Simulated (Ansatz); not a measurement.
# Glassy CaAl2Si2O8 (156 atoms) under strain, part 2 of 2

How stiff is glassy CaAl2Si2O8 (156 atoms)?

Ansatz 0.2.0; Kohn-Sham DFT, PBE, PAW (set soft_2), plane waves.

The cell: 24 Al, 12 Ca, 96 O and 24 Si. The quench rate of 20 K/ps is many orders above laboratory rates. The network of bonds at the start is that of the classical potential that made the cell. Only the Γ point is sampled.

So far. Step 2 (Single point at the start): The r.m.s. force at the start is 1.3 eV/Å. Step 3 (Cell and atoms relaxed): The relaxation converged after 25 steps, with a largest force component of 0.024 eV/Å.

## 4. Single point at the relaxed geometry

One more single point at the end of the walk gives the fuller output and checks the residual forces.

Input file input.yaml:

```yaml
crystal:
  lattice:
    - [12.45328, 0.02277, -0.03993]
    - [0.02277, 13.15872, 0.12691]
    - [-0.03993, 0.12691, 12.32113]
  atoms:
    - { symbol: Al, position: [0.57299, 0.30193, 0.34901] }
    - { symbol: Al, position: [0.52121, 0.43054, 0.6095] }
    - { symbol: Al, position: [0.29008, 0.43822, 0.49795] }
    - { symbol: Al, position: [0.64153, 0.75193, 0.44803] }
    - { symbol: Al, position: [0.39786, 0.09023, 0.90262] }
    - { symbol: Al, position: [0.52648, 0.43771, 0.17454] }
    [... 144 atom lines left out ...]
    - { symbol: Si, position: [0.77333, 0.45057, 0.52419] }
    - { symbol: Si, position: [0.28275, 0.02882, 0.41949] }
    - { symbol: Si, position: [0.10534, 0.26672, 0.90024] }
    - { symbol: Si, position: [0.24222, 0.66468, 0.78084] }
    - { symbol: Si, position: [0.54442, 0.55923, 0.83129] }
    - { symbol: Si, position: [0.69967, 0.23409, 0.78834] }
kpoints:
  mp_grid: { grid: [1, 1, 1] }
hamiltonian:
  xc: pbe
scf:
  occupations: { method: fermi_dirac, width: 0.05 }
output:
  forces: true
  stress: true
  populations: true
  dos:
    method: { smearing: { sigma: 0.1 } }
    de: 0.1
    projected: { site_lists: { Al: [Al], Ca: [Ca], O: [O], Si: [Si] } }
  eigenvalues: true
  write_density: true
  write_potential: true
  volumetric_format: npy
  elf: true
```

Run with:

```console
$ ansatz run input.yaml --threads 4 --pin off --max-ram 8192MiB --backend cpu --events-out ev --progress --plain --runs-dir out
```

Numbers of over 12 decimals in the logs are rounded to 6 here.

Output:

```text
[...]
Crystal: 156 atoms, lattice volume = 2018.826 Å³
Basis set: ecut = 420 eV, 39449 PW (Γ), exchange–correlation on 180×180×180 points (8 copies of the dense FFT grid, shifted against one another)
Bands: 588, of which v1, the nominal top of the filled ones, is band 432 counted from 1 (431 counted from 0)
Symmetry: 1 space group operations
[...]
k-points: 1
[...]
SCF iter   1: F=—  HF=-104642.172273 eV  |F-HF|=—  |Δ(HF+E_count)|=         —  Δρ=2.01e-3  dr2=1.07e-1  ethr=1.77e-3  ⟨swp⟩=7.0  Hψ=2824  notcnv=0  defer=121
[...]
SCF iter   9: F=-104642.183614 eV  HF=-104642.183614 eV  |F-HF|=1.18e-8  |Δ(HF+E_count)|=   3.40e-7  Δρ=1.98e-6  dr2=7.86e-8  ethr=1.16e-11  ⟨swp⟩=20.0  Hψ=5464  notcnv=0
SCF 1 converged in 9 iterations: F = -104642.183614 eV  dr2 = 7.86e-8
[...]
SCF converged after 9 iterations
Free energy (F): -104642.183614 eV
[...]
Internal energy: -104642.183614 eV  (E = F + TS)
E sigma→0 (E₀):  -104642.183614 eV
Fermi energy:    6.377098 eV
[...]
--- Forces (eV/Å), atoms counted from 1 ---
  atom   1  Al     0.00378496     0.00260743     0.00374509
  atom   2  Al     0.00422073    -0.00526743    -0.00155542
  atom   3  Al     0.00042887    -0.00069616    -0.00112000
  atom   4  Al     0.00773711    -0.00203826    -0.00483360
  atom   5  Al    -0.00153141    -0.00019684    -0.00588804
  atom   6  Al     0.00573542    -0.00252279     0.00002720
  atom   7  Al     0.00054430    -0.00421356     0.00656611
  atom   8  Al    -0.00179146    -0.00322090    -0.00636235
  atom   9  Al    -0.00281045    -0.00308274    -0.00307638
  atom  10  Al     0.00572815    -0.00378604    -0.00377979
  atom  11  Al     0.01198124     0.00318430    -0.00431817
  atom  12  Al    -0.00252033     0.00601267     0.00086567
  atom  13  Al     0.00375050    -0.00745689     0.00330515
  atom  14  Al    -0.00974433     0.00594602     0.00668740
[...]
atom 155  Si     0.00175490    -0.00554892     0.00863120
  atom 156  Si    -0.00773367    -0.00412993     0.00439236
  max |Σ_I F_I| component: 7.22e-5 eV/Å
--- Stress (GPa, compression-positive) ---
       -0.007142       0.005060      -0.003255
        0.005068       0.018589       0.004963
       -0.003254       0.004957      -0.011210
  P = ⅓ Tr σ = 0.0001 GPa (0.001 kbar)
--- Band table (eV) ---
[...]
--- Löwdin populations: 156 sites ---
  site symbol       q [e]
     0     Al      1.6671
     1     Al      1.6499
     2     Al      1.6415
[...]
155     Si      2.2411
  spilling = 0.012054 (of n_electrons = 864.000000)
```

The job ended after 72 s (4 threads of Arm Neoverse V1, shared host; peak memory 3.2 GiB; 4.7 min of CPU time).

The run gave:

```
free energy                                      : -104642.1836 eV
free energy per atom                             : -670.7832 eV/atom
SCF cycles                                       : 9
pressure                                         : 7.86e-5 GPa
r.m.s. force component                           : 0.00499 eV/Å
longest force                                    : 0.02581 eV/Å
Fermi energy                                     : 6.377 eV
gap (highest filled to lowest empty level) : 3.67 eV
spilling of the projection                       : 0.01205
```

## 5. Volume -3 %

The relaxed cell is scaled evenly and the atoms are relaxed again; the stress at the end gives one point of P(V).

input.yaml, the sections that differ from step 4:

```yaml
crystal:
  lattice:
    - [12.32748, 0.02254, -0.03953]
    - [0.02254, 13.02579, 0.12563]
    - [-0.03953, 0.12563, 12.19667]
  atoms:
    [... the 156 atom lines of step 4 ...]
output:
  forces: true
  eigenvalues: true
  stress: true
relax:
  f_tol: 0.05
  max_steps: 70
# kpoints, hamiltonian, scf: as in step 4
```

Output:

```text
Warning: output.stress: scf.convergence.dr2_threshold = 1e-7 eV (the SCF's general default) is looser than the 1.08e-8 eV advised for a printed stress (1e-10 eV for each atom of the cell: 156, of which 108 are counted). What an SCF threshold leaves in a stress goes as its square root, and in the free energy as the threshold itself, and one threshold admits the most on a small cell: [...]
[...]
Crystal: 156 atoms, lattice volume = 1958.261 Å³
Basis set: ecut = 420 eV, 38273 PW (Γ), exchange–correlation on 180×180×180 points (8 copies of the dense FFT grid, shifted against one another)
Bands: 588, of which v1, the nominal top of the filled ones, is band 432 counted from 1 (431 counted from 0)
Symmetry: 1 space group operations
[...]
k-points: 1
[...]
SCF iter   1: F=—  HF=-104641.246136 eV  |F-HF|=—  |Δ(HF+E_count)|=         —  Δρ=2.09e-3  dr2=1.10e-1  ethr=1.77e-3  ⟨swp⟩=7.0  Hψ=2854  notcnv=0  defer=120
[...]
SCF iter   5: F=—  HF=-104641.252865 eV  |F-HF|=—  |Δ(HF+E_count)|=   3.54e-5  Δρ=8.76e-5  dr2=1.39e-4  ethr=6.42e-8  ⟨swp⟩=2.0  Hψ=748  notcnv=0  defer=140
SCF iter   6: F=-104641.252871 eV  HF=-104641.252883 eV  |F-HF|=1.21e-5  |Δ(HF+E_count)|=   1.82e-5  Δρ=4.23e-5  dr2=3.02e-5  ethr=7.23e-9  ⟨swp⟩=15.0  Hψ=4079  notcnv=0
SCF 1 converged in 6 iterations: F = -104641.252871 eV  dr2 = 3.02e-5
[...]
relax step   1: F+E_penalty+E_count = -104641.25287098 eV  Δ(F+E_penalty+E_count) = +0.000e0 eV  max|allowed force component| = 4.879e-1 eV/Å  Δτ_max = 0.0000 Å  (6 SCF iters, dr2 threshold 6.25e-5 eV, accepted)
[...]
relax step   2: F+E_penalty+E_count = -104641.52346043 eV  Δ(F+E_penalty+E_count) = -2.706e-1 eV  max|allowed force component| = 2.813e-1 eV/Å  Δτ_max = 0.0415 Å  (6 SCF iters, dr2 threshold 1.49e-5 eV, accepted)
[...]
relax step   3: F+E_penalty+E_count = -104641.68341365 eV  Δ(F+E_penalty+E_count) = -1.600e-1 eV  max|allowed force component| = 1.255e-1 eV/Å  Δτ_max = 0.0493 Å  (7 SCF iters, dr2 threshold 4.95e-6 eV, accepted)
relax step   4: F+E_penalty+E_count = -104641.45049517 eV  Δ(F+E_penalty+E_count) = +2.329e-1 eV  max|allowed force component| = 6.158e-1 eV/Å  Δτ_max = 0.2000 Å  (9 SCF iters, dr2 threshold 3.14e-6 eV, rejected (line search))
relax step   5: F+E_penalty+E_count = -104641.72518571 eV  Δ(F+E_penalty+E_count) = -4.177e-2 eV  max|allowed force component| = 1.024e-1 eV/Å  Δτ_max = 0.0557 Å  (10 SCF iters, accepted)
relax step   6: F+E_penalty+E_count = -104641.72920899 eV  Δ(F+E_penalty+E_count) = -4.023e-3 eV  max|allowed force component| = 1.028e-1 eV/Å  Δτ_max = 0.0630 Å  (9 SCF iters, accepted)
relax step   7: F+E_penalty+E_count = -104641.73501383 eV  Δ(F+E_penalty+E_count) = -5.805e-3 eV  max|allowed force component| = 7.088e-2 eV/Å  Δτ_max = 0.0606 Å  (7 SCF iters, dr2 threshold 7.03e-6 eV, accepted)
[...]
relax step   8: F+E_penalty+E_count = -104641.73890092 eV  Δ(F+E_penalty+E_count) = -3.887e-3 eV  max|allowed force component| = 3.169e-2 eV/Å  Δτ_max = 0.0386 Å  (8 SCF iters, accepted)
SCF converged after 8 iterations
Free energy (F): -104641.738901 eV
[...]
Internal energy: -104641.738901 eV  (E = F + TS)
E sigma→0 (E₀):  -104641.738901 eV
Fermi energy:    6.742625 eV
[...]
Σ components = -104641.738901   (vs F -104641.738901, Δ=0.00e0)
--- Forces (eV/Å), atoms counted from 1 ---
  atom   1  Al    -0.00054030    -0.00535697     0.00341134
  atom   2  Al     0.00310740    -0.00640432     0.00317827
  atom   3  Al     0.00594506    -0.02148914     0.00526294
  atom   4  Al     0.00401370    -0.00370547     0.00411679
[...]
atom 156  Si    -0.00298022    -0.00208939     0.00120484
  max |Σ_I F_I| component: 1.29e-4 eV/Å
--- Stress (GPa, compression-positive) ---
        2.360508      -0.001382      -0.082309
       -0.001375       2.460604      -0.049580
       -0.082310      -0.049586       2.454958
  P = ⅓ Tr σ = 2.4254 GPa (24.254 kbar)
--- Band table (eV) ---
[...]
--- Relaxed structure (8 steps of the walk, 7 accepted, 0 SCFs on fresh bases) ---
  F+E_penalty+E_count = -104641.73890092 eV   max|allowed force component| = 3.169e-2 eV/Å
  atoms:
    - { symbol: Al, position: [0.572050, 0.300253, 0.348613] }
    - { symbol: Al, position: [0.521088, 0.430588, 0.609957] }
    - { symbol: Al, position: [0.288991, 0.438946, 0.497009] }
    - { symbol: Al, position: [0.643314, 0.750308, 0.449325] }
[...]
- { symbol: Si, position: [0.701700, 0.235898, 0.787576] }
```

The job ended after 7.2 min (4 threads; peak memory 3.2 GiB; 28 min of CPU time).

The program notes that the SCF threshold is loose for the stress.

The relaxation converged after 8 steps, 0.486 eV below its start, with a largest force component of 0.032 eV/Å.

Volume -3 %: the energy stands 0.445 eV above that of the reference, at a pressure of 2.43 GPa.

## 6. Volume +3 %

The relaxed cell is scaled to another volume.

Input and log are left out; they have the form of those shown for this kind of step.

Wall time 9.4 min (4 threads of Arm Neoverse V1, shared host); peak memory 3.3 GiB.

The relaxation converged after 10 steps, 0.453 eV below its start, with a largest force component of 0.033 eV/Å.

Volume +3 %: the energy stands 0.387 eV above that of the reference, at a pressure of -1.99 GPa.

## 7. Volume -6 %

The relaxed cell is scaled to another volume.

input.yaml, the sections that differ from step 5:

```yaml
crystal:
  lattice:
    - [12.19906, 0.02231, -0.03911]
    - [0.02231, 12.8901, 0.12432]
    - [-0.03911, 0.12432, 12.06961]
  atoms:
    [... the 156 atom lines of step 4 ...]
# kpoints, hamiltonian, scf, output, relax: as in step 5
```

Output:

```text
Warning: output.stress: scf.convergence.dr2_threshold = 1e-7 eV (the SCF's general default) is looser than the 1.08e-8 eV advised for a printed stress (1e-10 eV for each atom of the cell: 156, of which 108 are counted). What an SCF threshold leaves in a stress goes as its square root, and in the free energy as the threshold itself, and one threshold admits the most on a small cell: [...]
[...]
Pseudopotentials: kind: paw
Pseudopotential: Al, paw, valence charge 3, recommended cutoff 420 eV (normal), Al.paw.azcp
Pseudopotential: Ca, paw, valence charge 10, recommended cutoff 420 eV (normal), Ca.paw.azcp
Pseudopotential: O, paw, valence charge 6, recommended cutoff 420 eV (normal), O.paw.azcp
Pseudopotential: Si, paw, valence charge 4, recommended cutoff 420 eV (normal), Si.paw.azcp
[... 5 lines on functional and potentials left out ...]
Crystal: 156 atoms, lattice volume = 1897.697 Å³
Basis set: ecut = 420 eV, 37115 PW (Γ), exchange–correlation on 180×180×162 points (8 copies of the dense FFT grid, shifted against one another)
Bands: 588, of which v1, the nominal top of the filled ones, is band 432 counted from 1 (431 counted from 0)
Symmetry: 1 space group operations
Space group: P1 (ITA 1), of the structure as read, at distance tolerance 1.2e-4 Å
k-points: 1
[... 9 lines on functional and potentials left out ...]
Initial density: superposition of atomic densities (neutral atoms: chi_scale 0, normalization atom), corrected by the library's trained network
Initial wavefunctions: pseudopotential atomic-orbital guess
[...]
SCF iter   1: F=—  HF=-104638.251008 eV  |F-HF|=—  |Δ(HF+E_count)|=         —  Δρ=2.20e-3  dr2=1.15e-1  ethr=1.77e-3  ⟨swp⟩=6.0  Hψ=2626  notcnv=0  defer=140
preconditioner: auto → Resta (q_TF=auto, 2.393 Å⁻¹)  ε∞=3.3  [insulator: Δε(μ)=4.214 eV  Ē_g=16.192 eV  σ=0.050 eV  W_gap=1.00  n_scr=452 (ndim 8)  ℏωp=24.7 eV  f_vac=0.084  D(μ)=0.00/eV (n_scr^D=0)  ε∞_Penn≈3.3]
[...]
SCF iter   5: F=—  HF=-104638.256366 eV  |F-HF|=—  |Δ(HF+E_count)|=   2.52e-5  Δρ=8.91e-5  dr2=1.37e-4  ethr=6.59e-8  ⟨swp⟩=2.0  Hψ=895  notcnv=0  defer=152
SCF iter   6: F=-104638.256373 eV  HF=-104638.256383 eV  |F-HF|=1.00e-5  |Δ(HF+E_count)|=   1.72e-5  Δρ=4.08e-5  dr2=2.71e-5  ethr=7.23e-9  ⟨swp⟩=16.0  Hψ=4184  notcnv=0
SCF 1 converged in 6 iterations: F = -104638.256373 eV  dr2 = 2.71e-5
[...]
relax step   1: F+E_penalty+E_count = -104638.25637316 eV  Δ(F+E_penalty+E_count) = +0.000e0 eV  max|allowed force component| = 1.029e0 eV/Å  Δτ_max = 0.0000 Å  (6 SCF iters, dr2 threshold 6.25e-5 eV, accepted)
[...]
relax step   2: F+E_penalty+E_count = -104639.37915521 eV  Δ(F+E_penalty+E_count) = -1.123e0 eV  max|allowed force component| = 5.938e-1 eV/Å  Δτ_max = 0.0786 Å  (6 SCF iters, dr2 threshold 6.62e-5 eV, accepted)
[...]
relax step   5: F+E_penalty+E_count = -104640.29452639 eV  Δ(F+E_penalty+E_count) = -2.271e-1 eV  max|allowed force component| = 1.274e-1 eV/Å  Δτ_max = 0.0961 Å  (10 SCF iters, accepted)
[...]
relax step   8: F+E_penalty+E_count = -104640.33457091 eV  Δ(F+E_penalty+E_count) = -8.514e-3 eV  max|allowed force component| = 1.715e-1 eV/Å  Δτ_max = 0.2000 Å  (10 SCF iters, accepted)
[...]
Step cancelled. What follows is not a result of the run: it is the report of the last solve that finished, which converged after 10 SCF iterations.
Free energy (F): -104640.334571 eV
Harris-Foulkes:  -104640.334571 eV  (|F-HF|=1.54e-8)
Internal energy: -104640.334571 eV  (E = F + TS)
E sigma→0 (E₀):  -104640.334571 eV
Fermi energy:    7.103177 eV
--- Per-component energies (eV) ---
[...]
Σ components = -104640.334571   (vs F -104640.334571, Δ=0.00e0)
--- Forces (eV/Å), atoms counted from 1 ---
  atom   1  Al     0.01539075    -0.02169161    -0.02735758
  atom   2  Al     0.00607101    -0.01177822     0.00891136
  atom   3  Al    -0.01825289    -0.03722530    -0.04570262
  atom   4  Al     0.01488480     0.03814488    -0.01432100
[...]
atom 156  Si     0.07845939     0.03688848     0.02345859
  max |Σ_I F_I| component: 1.50e-4 eV/Å
--- Stress (GPa, compression-positive) ---
        4.534205       0.051315       0.058794
        0.051318       4.937128      -0.215703
        0.058795      -0.215708       5.019804
  P = ⅓ Tr σ = 4.8304 GPa (48.304 kbar)
--- Band table (eV) ---
  k-point 0: bands = ["-33.6892", "-33.6415", "-33.3921", "-33.3572", [... 572 levels ...], "14.6888", "14.6990", "14.7328", "14.7545", "14.7979", "14.8165", "14.8393", "14.8494", "14.8897", "14.9028", "14.9308", "14.9650"]
End of that report.
Error: SIGTERM received: cancelled by the caller after 3 completed SCF iterations
```

Run time: 7.4 min. Hardware: 4 threads; peak memory 3.1 GiB; 29 min of CPU time.

The relaxation was stopped at its limit after 8 steps, 2.08 eV below its start, with a largest force component of 0.17 eV/Å.

Volume -6 %: the energy stands 1.85 eV above that of the reference.

## 8. Volume +6 %

The relaxed cell is scaled to another volume.

Input and log are left out; they have the form of those shown for this kind of step.

Run time: 5.6 min. Hardware: 4 threads of Arm Neoverse V1, shared host; peak memory 3.3 GiB.

The relaxation was stopped at its limit after 5 steps, 1.68 eV below its start, with a largest force component of 0.21 eV/Å.

Volume +6 %: the energy stands 1.53 eV above that of the reference.

## 9. Volume -10 %

The relaxed cell is scaled to another volume.

input.yaml, the sections that differ from step 7:

```yaml
crystal:
  lattice:
    - [12.02351, 0.02198, -0.03855]
    - [0.02198, 12.7046, 0.12253]
    - [-0.03855, 0.12253, 11.89592]
  atoms:
    [... the 156 atom lines of step 4 ...]
# kpoints, hamiltonian, scf, output, relax: as in step 7
```

Output:

```text
Warning: output.stress: scf.convergence.dr2_threshold = 1e-7 eV (the SCF's general default) is looser than the 1.08e-8 eV advised for a printed stress (1e-10 eV for each atom of the cell: 156, of which 108 are counted). What an SCF threshold leaves in a stress goes as its square root, and in the free energy as the threshold itself, and one threshold admits the most on a small cell: [...]
[...]
Pseudopotentials: kind: paw
Pseudopotential: Al, paw, valence charge 3, recommended cutoff 420 eV (normal), Al.paw.azcp
Pseudopotential: Ca, paw, valence charge 10, recommended cutoff 420 eV (normal), Ca.paw.azcp
Pseudopotential: O, paw, valence charge 6, recommended cutoff 420 eV (normal), O.paw.azcp
Pseudopotential: Si, paw, valence charge 4, recommended cutoff 420 eV (normal), Si.paw.azcp
[... 5 lines on functional and potentials left out ...]
Crystal: 156 atoms, lattice volume = 1816.943 Å³
Basis set: ecut = 420 eV, 35501 PW (Γ), exchange–correlation on 162×180×160 points (8 copies of the dense FFT grid, shifted against one another)
Bands: 588, of which v1, the nominal top of the filled ones, is band 432 counted from 1 (431 counted from 0)
Symmetry: 1 space group operations
Space group: P1 (ITA 1), of the structure as read, at distance tolerance 1.2e-4 Å
k-points: 1
[... 9 lines on functional and potentials left out ...]
Initial density: superposition of atomic densities (neutral atoms: chi_scale 0, normalization atom), corrected by the library's trained network
Initial wavefunctions: pseudopotential atomic-orbital guess
[...]
SCF iter   1: F=—  HF=-104630.434573 eV  |F-HF|=—  |Δ(HF+E_count)|=         —  Δρ=2.38e-3  dr2=1.25e-1  ethr=1.77e-3  ⟨swp⟩=6.0  Hψ=2629  notcnv=0  defer=137
preconditioner: auto → Resta (q_TF=auto, 2.410 Å⁻¹)  ε∞=3.3  [insulator: Δε(μ)=4.464 eV  Ē_g=16.527 eV  σ=0.050 eV  W_gap=1.00  n_scr=440 (ndim 8)  ℏωp=25.2 eV  f_vac=0.079  D(μ)=0.00/eV (n_scr^D=0)  ε∞_Penn≈3.3]
[...]
SCF iter   5: F=—  HF=-104630.435187 eV  |F-HF|=—  |Δ(HF+E_count)|=   1.93e-5  Δρ=9.07e-5  dr2=1.35e-4  ethr=6.79e-8  ⟨swp⟩=2.0  Hψ=895  notcnv=0  defer=152
SCF iter   6: F=-104630.435196 eV  HF=-104630.435206 eV  |F-HF|=9.43e-6  |Δ(HF+E_count)|=   1.85e-5  Δρ=4.07e-5  dr2=2.55e-5  ethr=7.23e-9  ⟨swp⟩=14.0  Hψ=3997  notcnv=0
SCF 1 converged in 6 iterations: F = -104630.435196 eV  dr2 = 2.55e-5
[...]
relax step   1: F+E_penalty+E_count = -104630.43519646 eV  Δ(F+E_penalty+E_count) = +0.000e0 eV  max|allowed force component| = 1.851e0 eV/Å  Δτ_max = 0.0000 Å  (6 SCF iters, dr2 threshold 6.25e-5 eV, accepted)
[...]
relax step   2: F+E_penalty+E_count = -104633.70751222 eV  Δ(F+E_penalty+E_count) = -3.272e0 eV  max|allowed force component| = 1.074e0 eV/Å  Δτ_max = 0.1210 Å  (6 SCF iters, dr2 threshold 1.00e-4 eV, accepted)
[...]
relax step   3: F+E_penalty+E_count = -104635.81825091 eV  Δ(F+E_penalty+E_count) = -2.111e0 eV  max|allowed force component| = 5.274e-1 eV/Å  Δτ_max = 0.1919 Å  (7 SCF iters, dr2 threshold 7.21e-5 eV, accepted)
[...]
```

It took 3.4 min on 4 threads; peak memory 2.9 GiB; 13 min of CPU time.

The run was cut off at its time limit.

The session had allowed this step about 3.4 min.

## 10. Pressure against volume

Atoms are relaxed at each volume, in the scaled cell.

```tsv
volume change (%)	volume (Å³/atom)	energy change (meV/atom)	pressure (GPa)	largest move on relaxing (Å)	bonds	gap (eV)
-3	12.553	2.85	2.43	0.11	273	3.78
+0	12.941	0.00	0.00	-	271	3.67
+3	13.329	2.48	-1.99	0.23	267	3.55
```

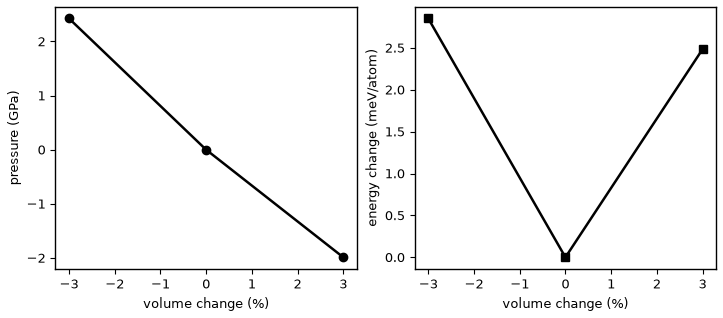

Pressure and energy against volume.

## 11. What came out

The bulk modulus, from the slope of pressure against ln V over the three points nearest the relaxed volume, is 73.6 GPa. The count of bonds runs from 267 to 273 over the series, so at some points contacts cross the cutoffs. The gap goes from 3.78 eV at the smallest volume to 3.55 eV at the largest, -3.9 eV per unit of ln V by a straight line, on the run's k-points.

**Limits.** Strains are finite and relaxations stop at the force tolerance of the input, which can leave moduli too stiff; they are those of a static cell at zero temperature. Volumes are changed with the cell's shape held, so in an anisotropic solid the modulus lies over the one under free hydrostatic load. The program notes that the SCF threshold of the relaxations is loose for the stress.

The DFT runs together took 54 min of wall time.

[Logs are printed without paths, hosts, clocks, repeated set-up lines and the standing remarks that a program may print on its own settings, such as how far it seeks lower states.]

[Hosts, paths, dates, database ids (printed as entryN), source tags and the programs' standing remarks are cut or masked in the printed files.]
